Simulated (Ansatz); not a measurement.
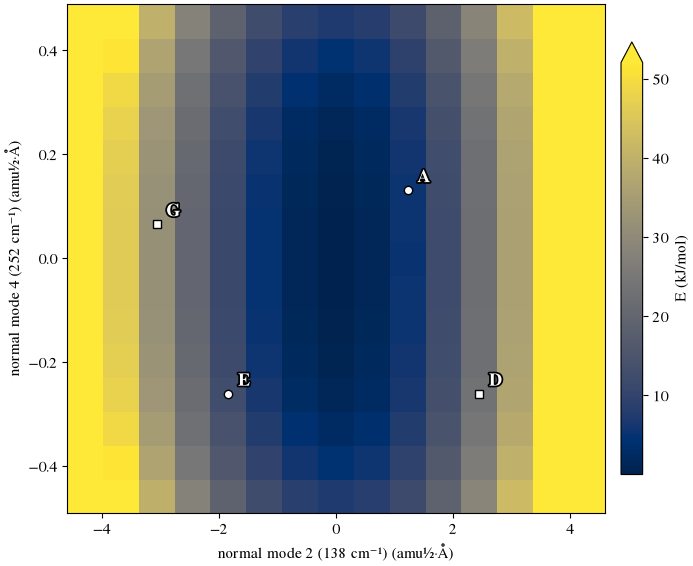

AlCl2HSe, SMILES [Cl][Al]([Cl])[SeH]. The first coordinate is: normal mode 2 (138 cm⁻¹); the second: normal mode 4 (252 cm⁻¹). Nothing is relaxed (straight displacements along the two mass-weighted modes). The scan uses a 15 × 15 grid; 189 points were computed and 36 follow by symmetry. Points are written as (first, second). All energies are given in kJ/mol relative to the relaxed molecule at the same level. Theory: Ansatz, RHF-MP2, frozen core/def2-SVP.

In the figure: one coloured cell a grid point, one colour for all values above the top of the scale, lettered points.

Is G the lowest point of the computed grid?

Answer. No. G lies 32 kJ/mol above the lowest grid point, which is at (0.00 amu½·Å, 0.000 amu½·Å).

Rank the lettered points by energy, lowest first.

Answer. A (5 kJ/mol), E (13 kJ/mol), D (23 kJ/mol), G (32 kJ/mol).
